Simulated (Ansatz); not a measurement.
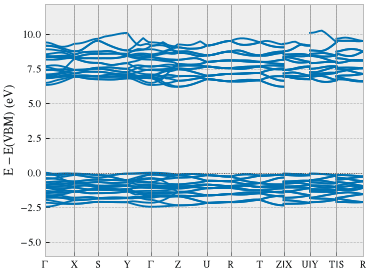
Band structure from r²SCAN in the plane-wave PAW code Ansatz

Problem. Read off the gap and where the band edges lie.

Solution. About 6.2 eV (6.19 eV by a search for the band edges); maximum at Γ, minimum on the Γ–Z line, 91 % of the way from Γ.

The material is CaCl2 in space group Pbcn (No. 60; Ca on 4c, Cl on 8d).

The workflow started from a Materials Project entry (that database holds measured and hypothetical structures alike); the Crystallography Open Database copy checked does not list it. COD files the formula under space group No. 58, so this cell is another polymorph or a model. Whether it is the stable phase at ambient conditions was not checked. Symmetry was held in the r²SCAN relaxation; whether a distortion lowers the energy is not shown.

Potentials: the later of the program's two PAW sets.
